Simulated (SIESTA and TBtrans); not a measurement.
Junction: Al chain with one O atom inserted. Leads: straight Al chain, spacing 2.328 Å. Geometry: 3 atoms about the centre moved by SIESTA (PBE, DZP) to a largest force of 0.02 eV/Å, all others as built, motion along the axis alone.

Computed with SIESTA and TBtrans, PBE, DZP numerical orbitals (energy shift 0.15 eV), PseudoDojo norm-conserving scalar-relativistic potentials, mesh cutoff 200 Ry, 300 K, spin-polarised (collinear), no spin-orbit coupling; Hamiltonian of a periodic supercell, shifted onto the leads' potential, zero bias.

Energies count from the leads' Fermi level. Transmissions are for each spin. The energy step is 0.01 eV; narrower resonances are cut or missed.

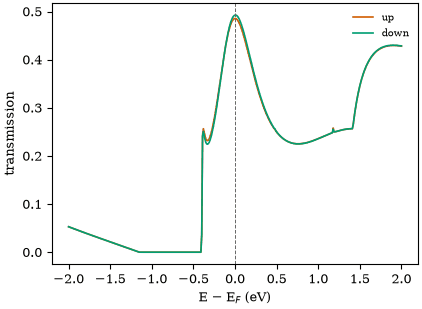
Fig. 1. Transmission against energy

| E (eV) | T up | T down | lead channels up | down |
|---|---|---|---|---|
| -2.00 | 0.053 | 0.053 | 1 | 1 |
| -1.80 | 0.040 | 0.040 | 1 | 1 |
| -1.60 | 0.028 | 0.028 | 1 | 1 |
| -1.40 | 0.016 | 0.016 | 1 | 1 |
| -1.20 | 0.0032 | 0.0032 | 1 | 1 |
| -1.00 | 0 | 0 | 0 | 0 |
| -0.80 | 0 | 0 | 0 | 0 |
| -0.60 | 0 | 0 | 0 | 0 |
| -0.40 | 0.036 | 0.037 | band edge | band edge |
| -0.20 | 0.33 | 0.33 | 2 | 2 |
| 0.00 | 0.49 | 0.49 | 2 | 2 |
| 0.20 | 0.39 | 0.39 | 2 | 2 |
| 0.40 | 0.28 | 0.28 | 2 | 2 |
| 0.60 | 0.23 | 0.23 | 2 | 2 |
| 0.80 | 0.23 | 0.23 | 2 | 2 |
| 1.00 | 0.24 | 0.24 | 2 | 2 |
| 1.20 | 0.25 | 0.25 | 2 | 2 |
| 1.40 | 0.26 | 0.26 | 2 | 2 |
| 1.60 | 0.39 | 0.40 | 3 | 3 |
| 1.80 | 0.43 | 0.43 | 3 | 3 |
| 2.00 | 0.43 | 0.43 | 3 | 3 |

Moments were seeded on the central atoms alone, and one start was tried. The straight chain is held at its spacing; free chains may zigzag or dimerise.
